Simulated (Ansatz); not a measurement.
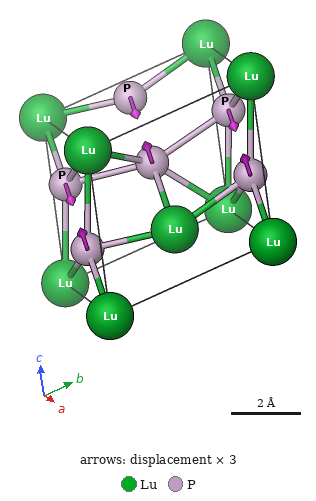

A relaxation of solid LuP₂ (a generated structure, set up in Fddd). The starting structure is drawn; purple arrows show the displacements (the part carried along by the change of the cell is left out), 3 times their true length.

The picture is a ball-and-stick view of the cell of the calculation, seen slightly off an axis.

Theory: DFT, PAW plane waves, r2SCAN (Ansatz). (plane-wave cutoff 500 eV; k-point mesh 5 × 5 × 5; occupations fermi dirac; smearing width 0.1 eV; no spin polarisation; cell and atoms relaxed; at most 40 steps)

Which element moves most?

Phosphorus: up to 0.33 Å, against 0.00 Å for lutetium.

What happened in the run?

The largest moves relative to the cell, 0.33 Å, are those of P atoms. Lu stays in place. The drawn cell changes as follows: a = c 5.142 → 5.322 Å (+3.5 %), b 5.275 → 5.047 Å (−4.3 %), α 75.8° → 75.6°, β 119.7° → 121.8°, γ 75.8° → 75.6°; the volume changes by −1.2 %. Some distances before and after: P–P 2.904 → 2.385 Å, Lu–P 2.995 → 3.458 Å, P–P 2.724 → 2.524 Å, Lu–P 2.962 → 2.850 Å. Among the angles between lasting bonds that change: Lu–P–Lu 147.4° → 131.7°, Lu–P–Lu 121.3° → 130.5°, Lu–P–Lu 73.7° → 65.8°. The space group stays Fddd (No. 70). The energy falls by 158 meV per atom in 6 accepted moves (7 points after the start). Largest force component: 0.78 eV/Å at the start, 0.0028 eV/Å at the end. Pressure: −1.61 GPa at the start and 0.02 GPa at the end. The SCF was repeated once at an unchanged geometry on a basis and grid sized afresh for the cell, which shifted the energy by less than 0.05 meV per atom at most. Cost: 3.4 min on 1 thread of Arm Neoverse V1 (shared host), peak memory 0.74 GiB.
